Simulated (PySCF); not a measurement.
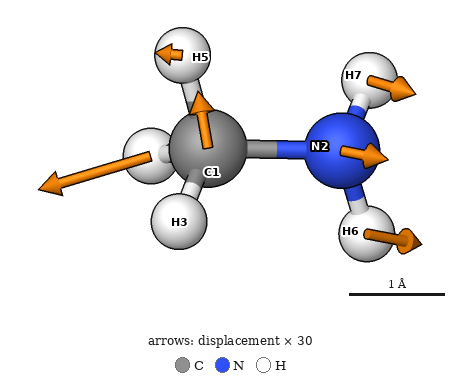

A relaxation of CH5N. The starting structure is drawn; orange arrows show the displacements, magnified 30 times. The two geometries are superimposed by the best rigid fit.

Style: ball-and-stick. Shown at a tilt.

The start comes from GFN2-xTB. Its atoms were then displaced at random by about 0.01 Å.

Level of theory: PySCF 2.14.0, density-fitted response routines, PBE0-D3(BJ)/def2-SVP geometry optimisation, gas phase. 

**Which element moves most?**

Hydrogen: up to 0.042 Å, against 0.021 Å for carbon.

**What happened in the run?**

The atom that moves furthest after the best rigid fit is an H atom (0.042 Å). Largest moves by element: H 0.042 Å, C 0.021 Å, N 0.018 Å. Among the contacts that change: C–H 1.090 → 1.111 Å, C–N 1.427 → 1.446 Å, C–H 1.116 → 1.102 Å, H–N 1.007 → 1.018 Å. Bond angles that change, for instance: H–C–H 109.4° → 107.0°. The energy falls by 0.83 kcal/mol in 2 geometry steps.
